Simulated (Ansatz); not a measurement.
**BCl2H···H (doublet): density, localisation and related maps**

The calculation's input:

```
crystal:
  periodic: [false, false, false]
  atoms:
    - { symbol: B, position_ang: [0.0, -2.0e-06, -0.109521] }
    - { symbol: H, position_ang: [0.0, 0.0, 1.085431] }
    - { symbol: Cl, position_ang: [1.536384, 1.0e-06, -0.972469] }
    - { symbol: Cl, position_ang: [-1.536384, 1.0e-06, -0.972469] }
    - { symbol: H, position_ang: [0.0, 0.0, 2.949027] }
magnetization:
  spin_polarized: true
  initial_magnetization: 1
basis:
  gaussian: { orbitals: "6-31G*" }
hamiltonian:
  xc: blyp
relax:
  f_tol: 0.03
  max_steps: 50
output:
  orbitals: {}
```

Launched as:

```sh
ansatz run input.yaml --threads 1 --pin off --max-ram 2048MiB --backend cpu --events-out ev --progress --plain --runs-dir out
```

The fields are those of the run's last geometry, not of the input's.

Computed with UKS BLYP/6-31G* in Ansatz 0.2.0.

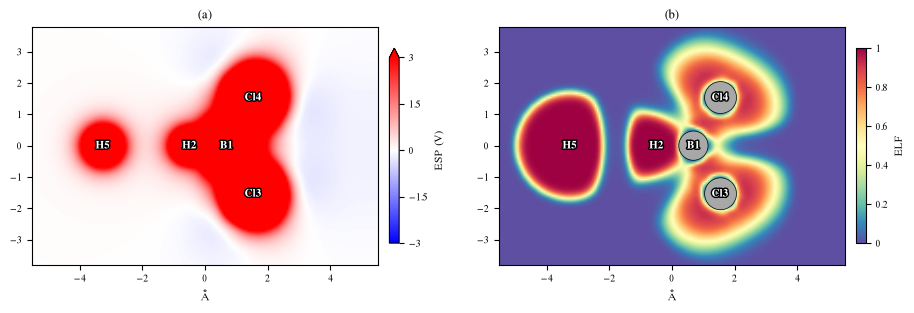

Figure 1. (a) molecular electrostatic potential; (b) ELF on the molecular plane. Grey discs cover the atomic cores in the ELF map.

**Describe what can be read from this map.**

- The section cuts through B, H and Cl sites.
- B–Cl (1.76 Å): the ELF peaks at about 0.90 between the atoms, as expected for a shared but strongly polarised pair.
- B–H (1.19 Å): the ELF climbs to about 1 towards the hydrogen, as it does in any bond to H (an ordinary covalent bond to hydrogen).
- The ELF also peaks beside Cl3 and Cl4, away from the bonds: non-bonding electrons, paired or unpaired.
- Outside the dense part of the complex the potential is most negative (−0.3 V) near Cl3 and Cl4.

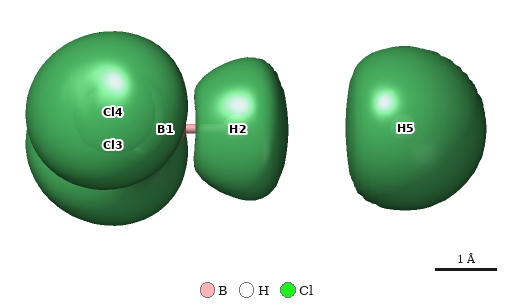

Figure 2. Isosurface of the ELF at 0.75 (green), seen from one side. Core shells and regions of very low density are left out.

**What do the ELF domains correspond to?**

The ELF exceeds this value in two regions around hydrogen nuclei and two regions on Cl in which the atom's valence shell and bonds are merged.

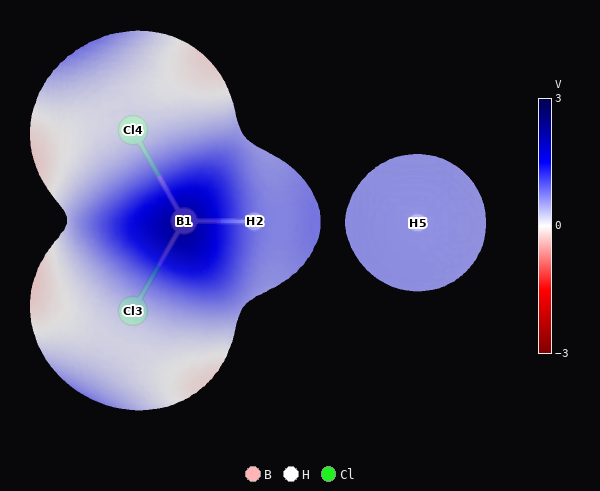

Figure 3. The electrostatic potential painted on the density surface at 0.004 e/bohr³, seen across its widest extent; the colour scale runs from red (negative) to blue (positive).

**Describe the electrostatic potential map.**

The most negative region (about −0.2 V) lies over Cl3 and Cl4, the most positive (about +2.1 V, or +48 kcal/mol for a unit charge) over B1. Cl3 shows a σ-hole: about +0.7 V, or +16 kcal/mol for a unit charge at the tip opposite its bond, against about 0.0 V on its flanks. Cl4 shows a σ-hole: about +0.7 V, or +16 kcal/mol for a unit charge at the tip opposite its bond, against about 0.0 V on its flanks.
